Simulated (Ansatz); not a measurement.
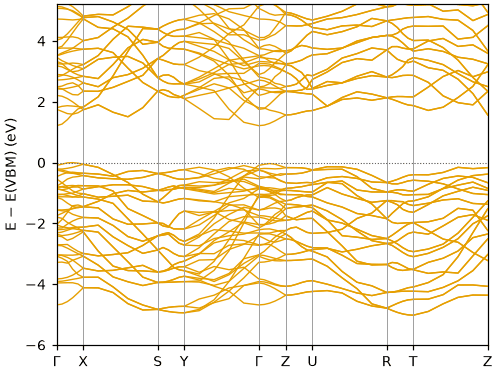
*Band structure from DFT-PBE+D3(BJ) in the program Ansatz with PAW potentials*

Q: Read off the gap and where the band edges lie.

A: About 1.2 eV (1.21 eV by a search for the band edges); maximum on the Γ–X line, 54 % of the way from Γ, minimum at Γ.

Q: Which of these materials gives this?
A. C8H4N6PtZn, Pmmm (Pearson symbol oP20)
B. BP, Pnma (B on 4c, P on 4c)
C. CsV2O5, Pmmn (Pearson symbol oP16)
D. Bi2S3, Pnma (Pearson symbol oP20)

A: D, Bi2S3, Pnma (Pearson symbol oP20)

The PBE+D3(BJ) relaxation kept the symmetry of its start. Scalar-relativistic: spin–orbit coupling is off unless named, which matters more the heavier the elements.

Potentials: the later of the program's two PAW sets.
